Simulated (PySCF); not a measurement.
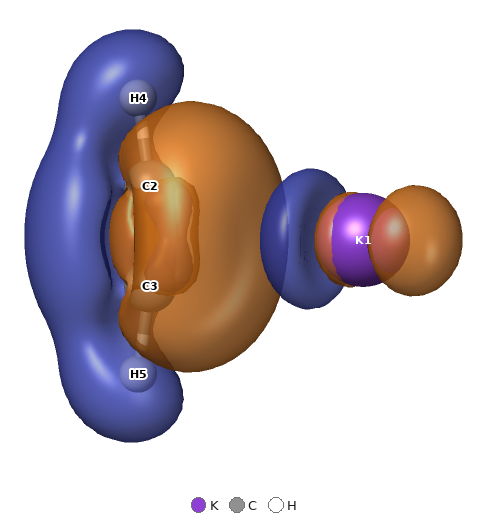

Figure. C$_{2}$H$_{2}$K, charge +1, SMILES `[K+].C#C`. Density of the complex less the densities of the two fragments at the same geometry, ±0.004 e/Å³ (orange: gain, blue: loss). Fragment A: K(+1) (atom 1); fragment B: H2C2.

Level of theory: HF/def2-SVP (PySCF), at a geometry from GFN2-xTB. GFN2-xTB bond lengths at metals and heavier atoms can be off by up to 0.1 Å and shapes distorted, which carries into these values.

> Which way does charge flow?

Hirshfeld charges show 0.015 e passing from B to A. By Hirshfeld charges, electrons gather most on K1 (−0.015 e) and leave H4 and H5 alike most (+0.016 e); 0.12 e is displaced in all.

> What is the interaction energy, and which contacts carry it?

The counterpoise-corrected interaction energy of the frozen fragments is −6.8 kcal/mol without dispersion correction and −11.4 kcal/mol with D3(BJ). D3 uses neutral-atom coefficients and tends to overbind metal cations. The pair geometry is semi-empirical, not a minimum at this level. Contacts: K1···C3, 3.00 Å, ρ = 0.013 a.u. The pose is a local one from a semi-empirical search, not shown to be the most stable.
